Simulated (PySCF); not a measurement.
Reaction (SMILES): O (H2O) → [OH-] + H+
B3LYP-D3(BJ)/def2-TZVP geometries, fixed; electronic energies without zero-point terms.

Basis-set convergence of the deprotonation energy at PBE0 with PySCF. All functions are spherical. Density fitting with generated auxiliary sets. No added dispersion term, no relativity. Functions are those of the species that has most. Reference: the value in aug-pcseg-3, 398.71 kcal/mol, itself unsure by roughly 0.19 kcal/mol (its mean distance from aug-cc-pVQZ, def2-QZVPPD). Deviations are taken from unrounded values.

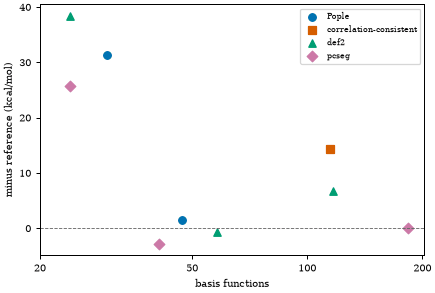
*Deviation from the reference against the number of basis functions, by family of sets.*

```json
[
 {"basis": "def2-SVP", "functions": "24", "deprotonation energy (kcal/mol)": "437.13", "minus reference (kcal/mol)": "38.41"},
 {"basis": "pcseg-1", "functions": "24", "deprotonation energy (kcal/mol)": "424.40", "minus reference (kcal/mol)": "25.69"},
 {"basis": "6-311G**", "functions": "30", "deprotonation energy (kcal/mol)": "430.05", "minus reference (kcal/mol)": "31.34"},
 {"basis": "aug-pcseg-1", "functions": "41", "deprotonation energy (kcal/mol)": "395.92", "minus reference (kcal/mol)": "-2.79"},
 {"basis": "6-311++G(2d,2p)", "functions": "47", "deprotonation energy (kcal/mol)": "400.22", "minus reference (kcal/mol)": "1.50"},
 {"basis": "def2-TZVPD", "functions": "58", "deprotonation energy (kcal/mol)": "397.99", "minus reference (kcal/mol)": "-0.73"},
 {"basis": "cc-pVQZ", "functions": "115", "deprotonation energy (kcal/mol)": "413.02", "minus reference (kcal/mol)": "14.31"},
 {"basis": "def2-QZVPP", "functions": "117", "deprotonation energy (kcal/mol)": "405.49", "minus reference (kcal/mol)": "6.77"},
 {"basis": "aug-pcseg-3", "functions": "183", "deprotonation energy (kcal/mol)": "398.71", "minus reference (kcal/mol)": "0.00"}
]
```
